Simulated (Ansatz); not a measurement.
## Response to strain in Pt

The parent structure is Pt in the fcc (Cu type) structure (space group Fm-3m, No. 225; a = 3.942 Å; relaxed with 0.1 eV smearing).

Strains are applied to the cell and any free atomic positions relax.

Calculations: Kohn–Sham DFT with the r2SCAN functional, run in Ansatz (a quantum-chemistry and plane-wave program) with PAW and 500 eV plane waves, scalar-relativistic without spin-orbit coupling.

Notes on the quantities. energy relative to the base: free energy F.

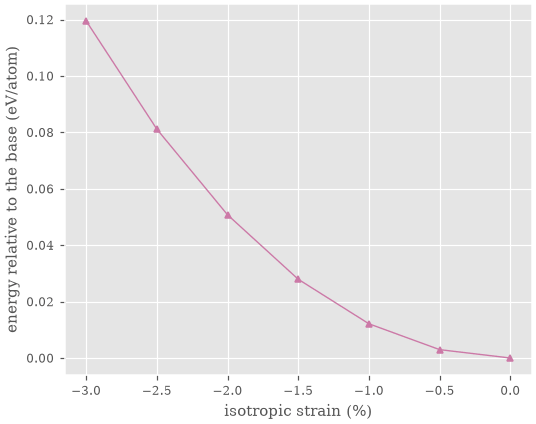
Energy relative to the base against isotropic strain

From the plot, what is the energy relative to the base for isotropic strain −3.00 %?

About 0.120 eV/atom.

Is the trend monotonic over the range shown?

Yes, it falls throughout, spanning 0 meV/atom to +120 meV/atom.

No phonon test of stability was made. All final runs are without spin polarisation.
